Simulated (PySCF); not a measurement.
Excited-state calculation, with input and output: CH7PSi

System: CH7PSi, SMILES [SiH3]CP.
Method: TDDFT (PBE)/def2-SVP, RKS (PySCF 2.14.0).

The geometry comes from this level: GFN2-xTB.

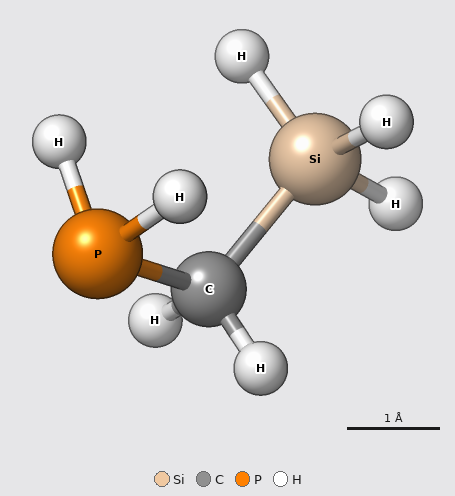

Figure 1. The input geometry (ball-and-stick view, seen at a tilt).

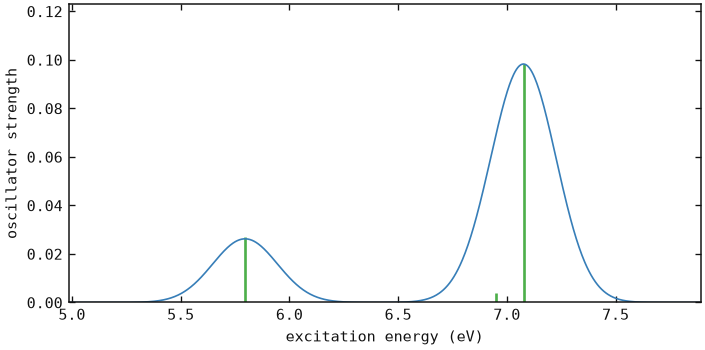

Figure 2. Computed excitations as sticks (degenerate states added up, dark ones marked on the axis), with a Gaussian envelope of 0.35 eV full width at half maximum, scaled to the tallest. Of the 3 states the lowest lies at 5.80 eV (f = 0.027); the strongest line is at 7.08 eV, or 175 nm (f = 0.098).

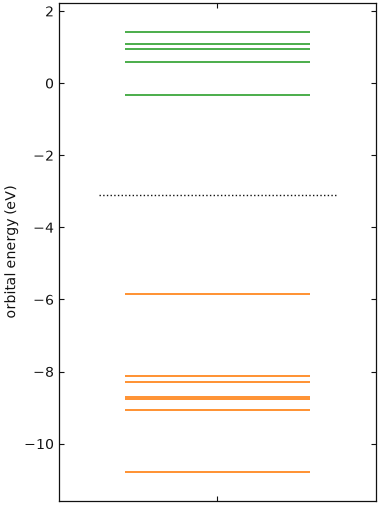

Figure 3. Orbital energies near the frontier; the dotted line parts filled from empty levels, and levels within 0.02 eV of each other stand side by side. Highest filled −5.86 eV, lowest empty −0.32 eV, 5.54 eV apart.

The input and output of the run follow.

### Input file (job.py)
```python
# [SiH3]CP
from pyscf import gto, dft, tdscf

mol = gto.M(
    atom='start.xyz',
    max_memory=1860,
    basis='def2-svp',
    verbose=3,
)

myscf = dft.RKS(mol, xc='pbe')
myscf.conv_tol = 1e-10
myscf.grids.level = 4
myscf.kernel()
if not myscf.converged:
    myscf = myscf.newton().run(myscf.mo_coeff, myscf.mo_occ)

e_final = myscf.e_tot
print(f'total energy: {e_final:.8f} hartree')

td = myscf.TDDFT()
td.nstates = 3
td.kernel()
td.analyze()
roots = td.e * 27.211386
osc = td.oscillator_strength()
print('state   eV      nm      f')
for i, (w, f) in enumerate(zip(roots, osc), 1):
    print('%3d %9.4f %8.1f %9.5f' % (i, w, 1239.842 / w, f))
```

### File start.xyz
```
10
CH7PSi
Si    -0.973300     0.532370    -0.615490
C      0.169020    -0.882870    -0.041230
P      1.561360    -0.388620     1.074810
H     -2.002660    -0.042360    -1.482670
H     -0.179480     1.519440    -1.350480
H     -1.585710     1.158620     0.558180
H      0.624190    -1.387210    -0.897460
H     -0.398920    -1.648060     0.494150
H      0.806820     0.420230     1.926980
H      1.978690     0.718460     0.333210
```

Launched with:
```bash
OMP_NUM_THREADS=1 python job.py
```

### Log
```
converged SCF energy = -672.531342833523
total energy: -672.53134283 hartree
Excitation energies (eV)
[5.79630908 6.94961049 7.07996265]

** Singlet excitation energies and oscillator strengths **
state   eV      nm      f
  1    5.7963    213.9   0.02696
  2    6.9496    178.4   0.00390
  3    7.0800    175.1   0.09830
```

### Key numbers

```csv
quantity,value
outcome,converged
total energy,−672.531343 hartree
basis functions,85
HOMO,−5.86 eV
LUMO,−0.32 eV
dipole moment,0.70 D
lowest excitation,5.80 eV
hardware,"1 thread of AMD EPYC (Zen 5), 16 GiB of memory available, shared host"
wall time,25 s
peak memory,0.61 GiB
```
